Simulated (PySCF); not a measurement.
Vertical excitations of a molecule C₃H₅O, multiplicity 2 from TDA-ωB97X/def2-SVPD (PySCF), as energy in eV (oscillator strength): 2.32 (0.002), 6.06 (0.023), 6.38 (0.005), 6.63 (0.005), 6.98 (0.002), 7.11 (0.013), 7.16 (0.037), 7.24 (0.051), 7.52 (0.035), 7.99 (0.005). The structure is a stationary point at r2SCAN-D4/def2-SVP. One conformer was computed; it need not be the lowest.

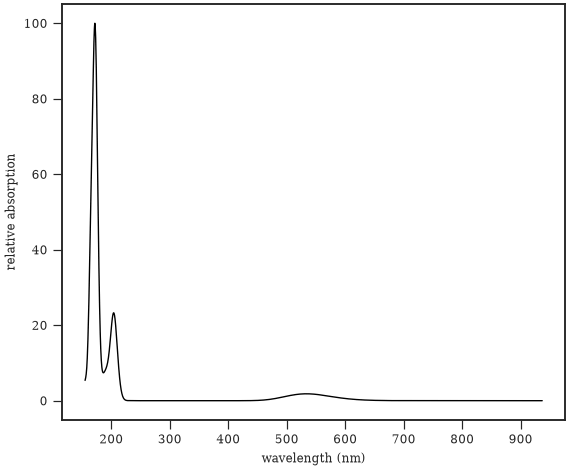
Fig. 1. The lines broadened by 0.4 eV.

Question: Which structure fits?
A) [CH2]C(C)=O
B) CC[C]=O
C) [CH]=C(C)O

Answer: B, CC[C]=O
